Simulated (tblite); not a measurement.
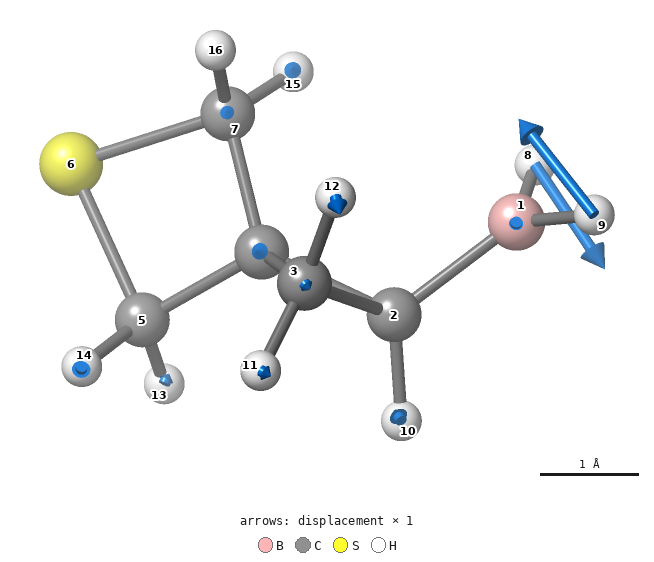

This is a relaxation of C₅H₉BS. The starting structure is drawn; blue arrows show the displacements, at their true length. The two geometries are superimposed by the best rigid fit.

Style: ball-and-stick. Shown at a tilt.

Method: GFN2-xTB geometry optimisation, gas phase (tblite). 

Q: Which element moves most?

A: Hydrogen: up to 1.38 Å, against 0.15 Å for carbon.

Q: Describe the change and its energy.

A: Over 116 geometry steps the energy falls by 0.527 eV. The largest move after the best rigid fit is that of an H atom, 1.38 Å. Largest moves by element: H 1.38 Å, C 0.15 Å, B 0.11 Å, S 0.07 Å. Near-neighbour distances that change, for instance: B–C 1.584 → 1.537 Å, C–H 1.121 → 1.080 Å, C–C 1.509 → 1.476 Å, B–H 1.189 → 1.169 Å. Bond angles that change, for instance: H–C–H 121.1° → 114.2°, C–C–C 117.8° → 123.9°, C–C–C 118.8° → 124.4°. Groups turn about B–C by about 90°.
